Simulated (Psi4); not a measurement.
# ClF (chlorine monofluoride): CC3/cc-pVTZ

Aim: the energy change on altering one bond length of ClF (chlorine monofluoride) at CC3/cc-pVTZ, from 2 runs. Input form: a Python script.

The results are computed with Psi4 1.11.

3 further runs of the same task are left out: 1 that didn't finish, 2 set aside as unsound or not needed.

## Step 1: The structure to begin with

ClF has 2 atoms, charge 0, and is taken as a singlet. As SMILES, `FCl`. Geometry: relaxed at PBE0-D4/def2-TZVP.

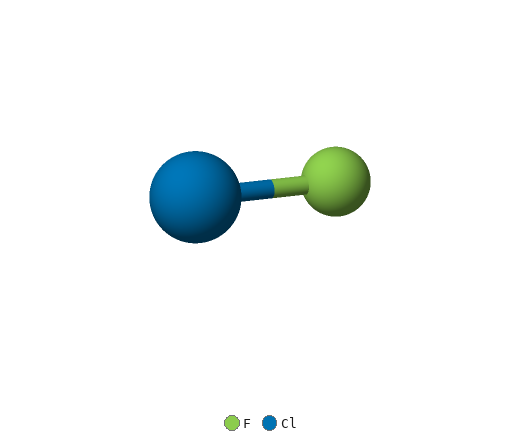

The structure, seen from a chosen angle (fluorine green, chlorine blue).

## Step 2: The energy at CC3/cc-pVTZ

run.py

```python
import psi4

psi4.set_memory('2200 MB')
psi4.set_num_threads(1)
psi4.set_output_file('output.dat', False)

mol = psi4.geometry("""
0 1
F      0.00000000     0.00000000     0.05912953
Cl     0.00000000     0.00000000     3.11986224
units bohr
symmetry c1
no_reorient
no_com
""")

psi4.set_options(dict(basis='cc-pVTZ', puream=True, e_convergence=1e-09, d_convergence=1e-08, scf_type='pk', num_frozen_docc=6))

result = psi4.energy("cc3")
print(f'total energy {result:.8f} hartree = {result * 27.211386:.5f} eV')
```

Launch:

```console
$ python run.py
```

output.dat:

```text
[...]
  Running in c1 symmetry.
[...]
  Nuclear repulsion =   49.988030480453162
[...]
  Multiplicity = 1
[...]
  Nalpha       = 13
  Nbeta        = 13
[...]
    Number of basis functions: 64
[...]
   @RHF iter   1:  -558.87808329113693   -3.16384e-01   3.88712e-03 DIIS/ADIIS
[...]
   @RHF iter  10:  -558.90131580639013   -2.46700e-11   8.57280e-09 DIIS
[...]
    Orbital Energies [Eh]
    ---------------------
    Doubly Occupied:
       1A   -104.935161     2A    -26.353816     3A    -10.652917
       4A     -8.120371     5A     -8.116240     6A     -8.116240
       7A     -1.641028     8A     -1.103832     9A     -0.725103
      10A     -0.725103    11A     -0.699857    12A     -0.490309
      13A     -0.490309
[...]
  @RHF Final Energy:  -558.90131580639013
   => Energetics <=
    Nuclear Repulsion Energy =             49.9880304804531619
    One-Electron Energy =                -873.4381233283496613
    Two-Electron Energy =                 264.5487770415062982
    Total Energy =                       -558.9013158063901301
[...]
 Multipole Moments:
 ------------------------------------------------------------------------------------
     Multipole            Electronic (a.u.)      Nuclear  (a.u.)        Total (a.u.)
 ------------------------------------------------------------------------------------
 L = 1.  Multiply by 2.5417464519 to convert [e a0] to [Debye]
 Dipole X            :         -0.0000000            0.0000000           -0.0000000
 Dipole Y            :          0.0000000            0.0000000            0.0000000
 Dipole Z            :        -53.1045042           53.5698238            0.4653196
 Magnitude           :                                                    0.4653196
[...]
      * MP2 total energy                      = -559.345720659706785
[...]
```

On the terminal:

```text
total energy -559.38029557 hartree = -15221.51314 eV
```

Run time: 3.3 min. Hardware: 1 thread of Intel Xeon at 2.50GHz (Skylake/Cascade Lake), shared host; peak memory 0.42 GiB.

## Step 3: The distorted shape

run.py

```python
import psi4

psi4.set_memory(2200000000)
psi4.set_num_threads(1)
psi4.core.set_output_file('clf.out', False)

geom = psi4.geometry("""
0 1
F      0.000000     0.000000    -0.454640
Cl     0.000000     0.000000     1.650960
symmetry c1
""")

psi4.set_options({
    'reference': 'rhf',
    'puream': True,
    'e_convergence': 1e-09,
    'd_convergence': 1e-08,
    'scf_type': 'pk',
    'num_frozen_docc': 6,
})

e = psi4.energy("cc3/cc-pVTZ")
print('E =', round(e, 9))
```

Launch:

```console
$ python run.py
```

clf.out:

```text
[...]
  Running in c1 symmetry.
[...]
  Nuclear repulsion =   38.451801497202702
[...]
  Multiplicity = 1
[...]
  Nalpha       = 13
  Nbeta        = 13
[...]
    Number of basis functions: 64
[...]
   @RHF iter   1:  -558.76674815696276   -6.95590e-01   5.10213e-03 ADIIS/DIIS
[...]
   @RHF iter  11:  -558.81792108564741   -1.36424e-12   2.64418e-09 DIIS
[...]
    Orbital Energies [Eh]
    ---------------------
    Doubly Occupied:
       1A   -104.972022     2A    -26.342582     3A    -10.686597
       4A     -8.153217     5A     -8.149589     6A     -8.149589
       7A     -1.540854     8A     -1.123228     9A     -0.661426
      10A     -0.661426    11A     -0.574676    12A     -0.534809
      13A     -0.534809
[...]
  @RHF Final Energy:  -558.81792108564741
   => Energetics <=
    Nuclear Repulsion Energy =             38.4518014972027018
    One-Electron Energy =                -850.3697931022248895
    Two-Electron Energy =                 253.1000705193747535
    Total Energy =                       -558.8179210856474128
[...]
 Multipole Moments:
 ------------------------------------------------------------------------------------
     Multipole            Electronic (a.u.)      Nuclear  (a.u.)        Total (a.u.)
 ------------------------------------------------------------------------------------
 L = 1.  Multiply by 2.5417464519 to convert [e a0] to [Debye]
 Dipole X            :         -0.0000000            0.0000000           -0.0000000
 Dipole Y            :         -0.0000000            0.0000000           -0.0000000
 Dipole Z            :          0.3273074            0.6085072            0.9358146
 Magnitude           :                                                    0.9358146
[...]
      * MP2 total energy                      = -559.292058071411702
[...]
```

Standard output:

```text
E = -559.335673275
```

It took 3.2 min on 1 thread of Intel Xeon at 2.50GHz (Skylake/Cascade Lake), shared host; peak memory 0.42 GiB.

## Step 4: Outcome

Level: CC3/cc-pVTZ, 6 core orbitals frozen.

| quantity | value |
| --- | --- |
| first shape: ground-state or mean-field energy | -559.38030 Eh |
| first shape: HOMO energy (Hartree–Fock orbitals) | -13.34 eV |
| first shape: LUMO energy (Hartree–Fock orbitals) | 1.89 eV |
| first shape: HOMO–LUMO gap (Hartree–Fock orbitals) | 15.23 eV |
| first shape: correlation energy (6 core orbitals frozen) | -479.0 mEh |
| first shape: T1 diagnostic | 0.011 |
| distorted shape: ground-state or mean-field energy | -559.33567 Eh |
| distorted shape: HOMO energy (Hartree–Fock orbitals) | -14.55 eV |
| distorted shape: LUMO energy (Hartree–Fock orbitals) | -2.45 eV |
| distorted shape: HOMO–LUMO gap (Hartree–Fock orbitals) | 12.10 eV |
| distorted shape: correlation energy (6 core orbitals frozen) | -517.8 mEh |
| distorted shape: T1 diagnostic | 0.023 |
| energy change with the F1–Cl2 bond stretched from 1.620 to 2.106 Å | 1.214 eV |

With the F1–Cl2 bond stretched from 1.620 to 2.106 Å the energy rises by 1.21 eV (28 kcal/mol). The first shape isn't relaxed at this level, so the change isn't measured from a minimum. The T1 diagnostic (distorted shape) of 0.023 is above the customary mark for such species, so a single reference may not serve.
